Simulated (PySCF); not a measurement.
## Run report: C6H14Si, NMR shielding calculation

The run: NMR shielding calculation of C6H14Si. Method and program: GIAO PBE0/pcSseg-1 NMR shielding, non-relativistic, gas phase (PySCF 2.14.0).

The geometry comes from this level: GFN2-xTB. Figures and captions count atoms from 1; the log counts them from 0 in places.

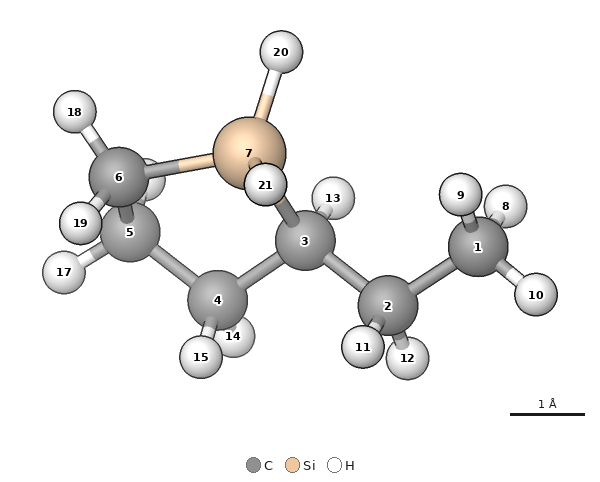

Figure 1. The structure as given in the input (ball-and-stick view, seen at a tilt; atoms are numbered from 1 in the order of the input).

**The input**
```
{"job": {"kind": "nmr", "xc": "PBE0", "basis": "pcSseg-1"}, "charge": 0, "multiplicity": 1}
C      2.686950     0.632990    -0.315767
C      1.720069    -0.192712     0.521412
C      0.349727    -0.313002    -0.137443
C     -0.587246    -1.240598     0.646251
C     -2.011934    -1.013332     0.150634
C     -2.297783     0.489629     0.206929
Si    -0.652039     1.308636    -0.294940
H      2.832207     0.176320    -1.292449
H      2.295781     1.637266    -0.464467
H      3.654877     0.706902     0.175147
H      1.609517     0.268539     1.505870
H      2.140305    -1.191912     0.674201
H      0.495344    -0.745940    -1.133381
H     -0.294226    -2.287684     0.536343
H     -0.533789    -0.989358     1.708907
H     -2.088375    -1.359984    -0.882808
H     -2.730383    -1.581007     0.746322
H     -3.143393     0.751054    -0.425865
H     -2.569768     0.771438     1.224712
H     -0.650077     1.850354    -1.657000
H     -0.234685     2.339343     0.661624
```

The first line tells a small driver script what to run in PySCF; the rest is the geometry in Å.

Hardware: 1 CPU thread, shared host.

Run as:
```bash
OMP_NUM_THREADS=1 python <driver script> task.json out
```

**What the program printed**
```
coarse grid: 16824 points
cycle   1  E = -526.0035730387  dE =  5.699e-01  |g| = 4.747e-01  |ddm| = 3.921e+00
cycle   2  E = -525.9752792041  dE =  2.829e-02  |g| = 5.816e-01  |ddm| = 9.833e-01
cycle   3  E = -526.0656066008  dE = -9.033e-02  |g| = 4.548e-02  |ddm| = 5.944e-01
cycle   4  E = -526.0659942878  dE = -3.877e-04  |g| = 2.326e-02  |ddm| = 6.748e-02
cycle   5  E = -526.0661241717  dE = -1.299e-04  |g| = 4.478e-03  |ddm| = 2.280e-02
cycle   6  E = -526.0661287561  dE = -4.584e-06  |g| = 8.317e-04  |ddm| = 4.193e-03
final grid: 154384 points
cycle   7  E = -526.1085093989  dE = -4.804e-05  |g| = 9.521e-03  |ddm| = 3.518e-02
cycle   8  E = -526.1084965316  dE =  1.287e-05  |g| = 1.183e-02  |ddm| = 1.941e-02
cycle   9  E = -526.1085333411  dE = -3.681e-05  |g| = 6.711e-04  |ddm| = 1.114e-02
cycle  10  E = -526.1085334369  dE = -9.579e-08  |g| = 2.451e-04  |ddm| = 8.224e-04
cycle  11  E = -526.1085334513  dE = -1.442e-08  |g| = 3.644e-05  |ddm| = 2.174e-04
cycle  12  E = -526.1085334515  dE = -2.656e-10  |g| = 1.162e-05  |ddm| = 4.644e-05
```

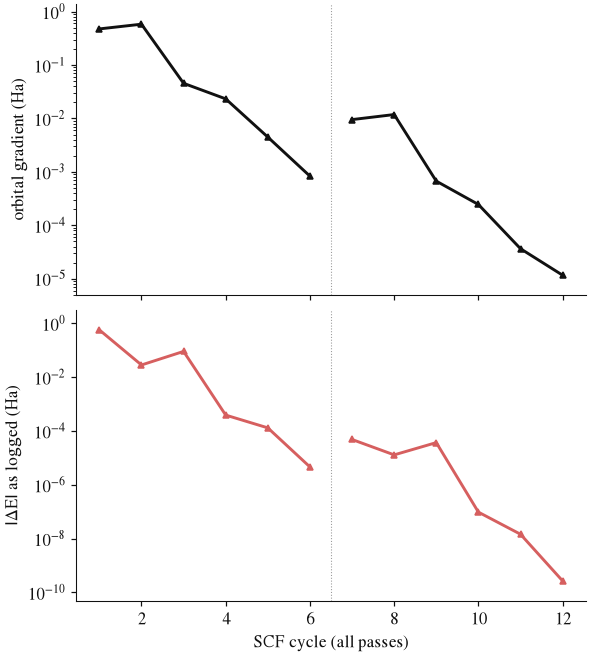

Figure 2. Convergence of the self-consistent field: orbital gradient and size of the energy change against the SCF cycle. The dotted line marks the change from a coarse to the final integration grid. The first 6 cycles use a coarse grid, the final grid takes over at cycle 7, and the field converges after 12 cycles in all.

```
converged SCF energy = -526.1085334515

GIAO shielding tensors (ppm)
atom      isotropic    diamagn.    paramagn.     s11        s22        s33       span
  0 C      167.264     246.645     -79.381    154.135    160.499    187.159     33.024
  1 C      155.487     245.600     -90.113    143.909    152.122    170.430     26.521
  2 C      152.968     253.144    -100.177    128.270    150.771    179.862     51.592
  3 C      145.844     248.215    -102.370    120.771    153.386    163.377     42.606
  4 C      155.469     248.770     -93.301    134.473    160.297    171.637     37.164
  5 C      176.811     253.133     -76.322    159.348    172.156    198.929     39.581
  6 Si     377.801     881.407    -503.607    328.790    373.926    430.687    101.896
  7 H       30.676      29.707       0.968     26.770     28.711     36.546      9.775
  8 H       30.871      30.066       0.805     26.128     30.963     35.521      9.394
  9 H       30.367      27.479       2.887     25.627     27.206     38.267     12.641
 10 H       30.471      31.875      -1.404     26.297     29.925     35.191      8.895
 11 H       29.864      31.153      -1.289     24.386     29.505     35.701     11.315
 12 H       30.698      34.517      -3.819     27.010     29.765     35.318      8.308
 13 H       29.599      31.781      -2.182     24.595     28.132     36.070     11.476
 14 H       30.645      32.839      -2.195     26.135     30.115     35.683      9.548
 15 H       30.394      31.534      -1.139     25.891     28.308     36.984     11.093
 16 H       29.592      29.709      -0.117     23.999     27.402     37.374     13.375
 17 H       30.698      29.680       1.019     25.696     27.603     38.796     13.100
 18 H       30.911      30.888       0.022     26.281     27.934     38.516     12.236
 19 H       27.501      30.243      -2.742     23.756     25.504     33.243      9.487
 20 H       27.785      30.453      -2.668     24.053     26.388     32.915      8.863
```

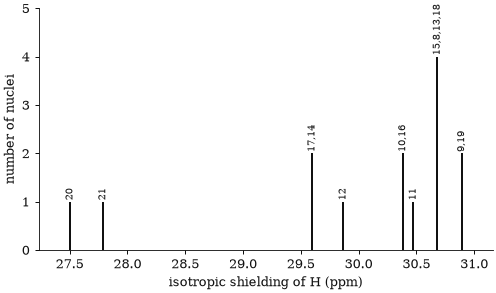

Figure 3. Isotropic shieldings of the hydrogen nuclei in this fixed geometry, labelled by atom number; shielding grows to the right, so chemical shift grows to the left. The least shielded is H20 (27.5 ppm), the most shielded H19 (30.9 ppm).

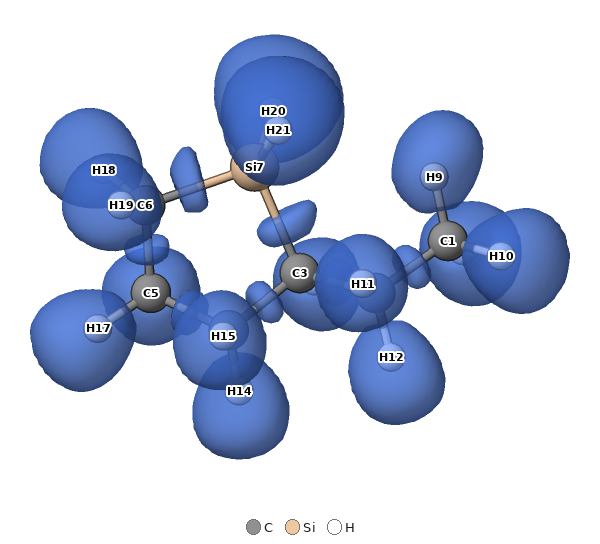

Figure 4. Isosurface of the ELF at 0.85 (blue), seen face on. Core shells and regions of very low density are left out. Along the contacts the grid gives the following. C–Si (1.91 Å): the ELF peaks at about 0.95 between the atoms, which marks a covalent bond.

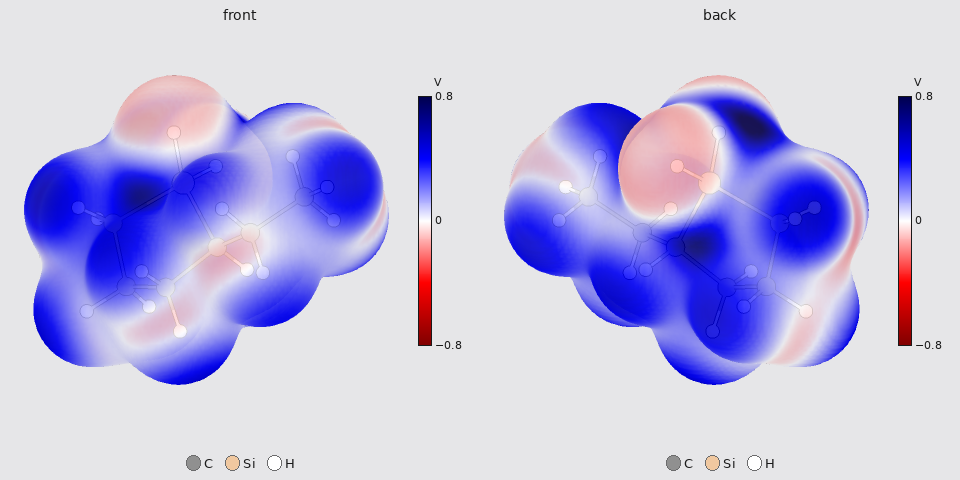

Figure 5. The electrostatic potential painted on the density surface at 0.002 e/bohr³, seen at a tilt and from behind; the colour scale runs from red (negative) to blue (positive). Its dipole moment is 0.49 D.

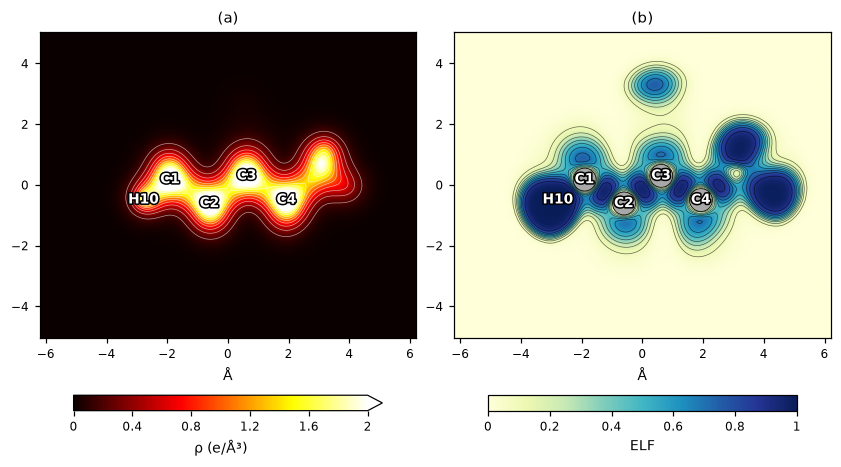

Figure 6. (a) total electron density; (b) ELF on the plane of atoms C2, C3 and C4. Grey discs, where drawn, cover atomic cores. The section cuts through C and H sites. C–H (1.09 Å): ρ is about 2 e/Å³ halfway; the ELF climbs to about 1 towards the hydrogen, as it does in any bond to H; a covalent bond by its length.

**Results in brief**

| quantity | value |
| --- | --- |
| outcome | converged |
| total energy | −526.108533 hartree |
| HOMO | −7.76 eV |
| LUMO | 0.96 eV |
| dipole moment | 0.49 D |
| isotropic shielding, C | 145.8 to 176.8 ppm |
| isotropic shielding, Si | 377.8 ppm |
| isotropic shielding, H | 27.5 to 30.9 ppm |
| wall time | 26 s |
| peak memory | 0.87 GiB |
